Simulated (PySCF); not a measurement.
# Run report: C5H11N2Si, EPR calculation

- system: C5H11N2Si, multiplicity 2
- method: UKS B3LYP, pcH-1 on C H N Si, non-relativistic, mean-field spin-orbit, GIAO (PySCF 2.14.0)

It belongs to a series of runs on one base structure; here: H removed from sp2 C.

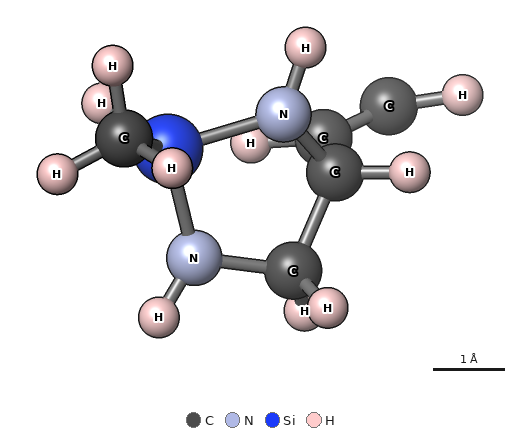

**Figure 1.** The input geometry (ball-and-stick view, seen at a tilt). Bond lengths as drawn: C–C 1.29 to 1.55 Å, C–H 1.07 to 1.10 Å, C–N 1.43 to 1.44 Å, C–Si 1.89 Å, H–N 1.00 to 1.01 Å, H–Si 1.47 Å and N–Si 1.72 to 1.73 Å.

## The input
```
{"job": {"kind": "epr", "basis": "pcH-1"}, "charge": 0, "multiplicity": 2}
C     -2.490852    -1.520052     1.859542
C     -1.400240    -1.236733     1.239539
C     -1.257719    -0.279171     0.032597
C     -0.526771    -1.005097    -1.098539
N      0.884829    -0.849405    -0.837447
Si     1.236439     0.488484     0.184314
C      2.156539     1.983708    -0.522686
N     -0.443712     0.848652     0.367997
H     -3.520160    -1.251682     1.767950
H     -0.437079    -1.638692     1.524399
H     -2.256486     0.043047    -0.280152
H     -0.814389    -0.560364    -2.061796
H     -0.802349    -2.065456    -1.116932
H      1.484608    -1.226173    -1.549627
H      1.929367    -0.025037     1.378986
H      1.649259     2.423844    -1.375380
H      2.274910     2.755273     0.229928
H      3.150857     1.688857    -0.839760
H     -0.826852     1.435247     1.089607
```

The first line tells a small driver script what to run in PySCF; the rest is the geometry in Å.

Launched with:
```bash
OMP_NUM_THREADS=1 python <driver script> task.json out
```

## What the program printed
```
UKS, coarse grid
  cycle   1  E = -596.01771795  |g| = 4.85e-01
  cycle   2  E = -595.95635095  |g| = 6.20e-01
  cycle   3  E = -596.12292385  |g| = 8.80e-02
  cycle   4  E = -596.12563977  |g| = 4.42e-02
  cycle   5  E = -596.12663956  |g| = 1.63e-02
  cycle   6  E = -596.12678257  |g| = 6.37e-03
  cycle   7  E = -596.12681851  |g| = 2.18e-03
  cycle   8  E = -596.12682837  |g| = 1.31e-03
  cycle   9  E = -596.12683053  |g| = 5.72e-04
UKS, final grid
  cycle   1  E = -596.12684745  |g| = 6.12e-04
  cycle   2  E = -596.12684748  |g| = 8.72e-04
  cycle   3  E = -596.12684783  |g| = 1.50e-04
  cycle   4  E = -596.12684788  |g| = 1.26e-04
  cycle   5  E = -596.12684792  |g| = 3.61e-05
  cycle   6  E = -596.12684792  |g| = 1.58e-05
E = -596.12684792 Eh   <S^2> = 0.7584 (exact 0.7500)
g shifts (ppm)      1          2          3
  rmc          -150       -150       -150
  gc             29          5        -49
  oz_so        -282         16        589
  total        -402       -129        390
hyperfine (MHz)  atom isotope    a_iso     a_fc   dipolar eigenvalues
    0   13C     321.51     321.63    -78.20    -57.71    135.91
    1   13C     -26.53     -26.53    -19.14      1.27     17.87
    2   13C      79.95      79.96     -9.98     -9.34     19.32
    3   13C      -1.65      -1.65     -0.91     -0.80      1.71
    4   14N       0.46       0.46     -0.20     -0.09      0.29
    5  29Si       0.64       0.64     -0.34      0.15      0.19
    6   13C       1.08       1.08     -0.18     -0.18      0.36
    7   14N      -0.68      -0.68     -1.01     -0.88      1.90
    8    1H      47.55      47.55    -30.86     -6.73     37.59
    9    1H     109.64     109.65     -6.03     -5.07     11.10
   10    1H      -6.44      -6.44     -6.24     -0.84      7.09
   11    1H       6.89       6.89     -1.15     -0.77      1.92
   12    1H       2.27       2.27     -1.64     -1.18      2.83
   13    1H       1.14       1.14     -0.69     -0.54      1.23
   14    1H       1.22       1.22     -0.85     -0.61      1.46
   15    1H      -0.09      -0.09     -0.37     -0.30      0.67
   16    1H      -0.08      -0.08     -0.33     -0.28      0.61
   17    1H       0.25       0.25     -0.29     -0.23      0.52
   18    1H       0.84       0.84     -2.25     -0.39      2.64
```

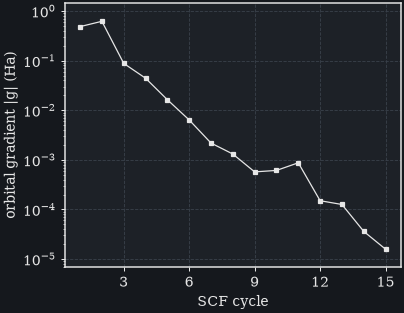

**Figure 2.** Convergence of the self-consistent field: orbital gradient |g| against the SCF cycle. All cycles printed in the log are drawn one after another.

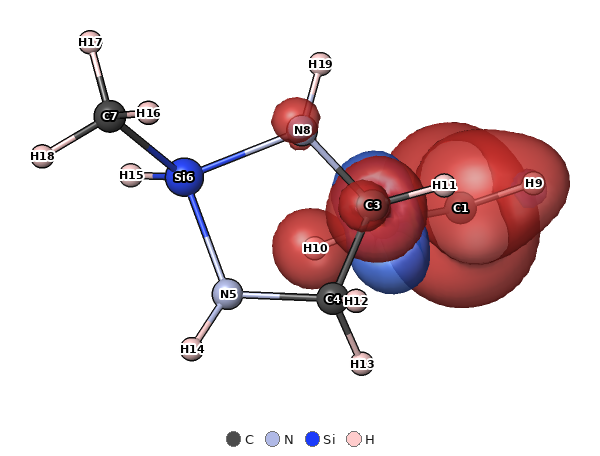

**Figure 3.** Isosurfaces of the spin density (α minus β) at +0.015 (red) and −0.015 e/Å³ (blue), seen at a tilt. The unpaired spin (1 electron) lies mostly on C1 (about 0.8), in electrons by Hirshfeld's partition.

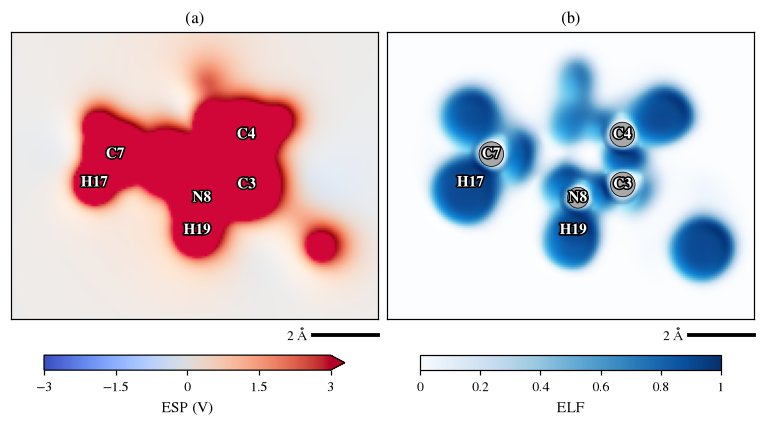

**Figure 4.** (a) molecular electrostatic potential; (b) ELF on the plane of atoms C4, C3 and N8. Grey discs, where drawn, cover atomic cores. C–H (1.08 Å): the ELF climbs to about 1 towards the hydrogen (a covalent bond by its length). The potential has no marked negative region in this plane.

## Results in brief

```tsv
quantity	value
outcome	converged
total energy	−596.126848 hartree
⟨S²⟩	0.758
isotropic g	2.0023
hardware	1 CPU thread, shared host
wall time	2.2 min
peak memory	1.1 GiB
```
